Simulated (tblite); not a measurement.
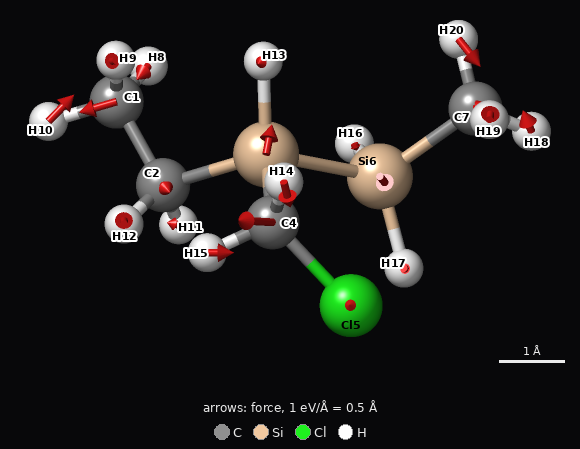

Starting geometry of C$_{4}$H$_{13}$ClSi$_{2}$ with the computed forces as red arrows. The picture is a ball-and-stick view, seen from a free direction.

Theory: tblite 0.8.0, GFN2-xTB geometry optimisation, gas phase. 

Is this structure relaxed? If not, where do the atoms go?

Answer. It isn't relaxed: the largest force vector, on a C atom, is 2.08 eV/Å. The final displacements have little in common with the starting forces (cosine between the two patterns 0.17). The largest move after the best rigid fit is that of an H atom, 1.10 Å. By element the largest moves are H 1.10 Å, Cl 0.81 Å, C 0.57 Å, Si 0.48 Å. Near-neighbour distances that change, for instance: Si–Si 2.234 → 2.325 Å, C–Si 1.861 → 1.924 Å, C–H 1.125 → 1.087 Å, C–Si 1.871 → 1.901 Å. Bond angles that change, for instance: Si–Si–H 108.5° → 116.2°, C–Si–H 110.3° → 102.8°, Si–C–H 107.7° → 113.7°. Groups turn about C–Si by about 50°, C–Si by about 40°, Si–Si by about 20°. After 169 geometry steps the energy has fallen by 14.9 kcal/mol.
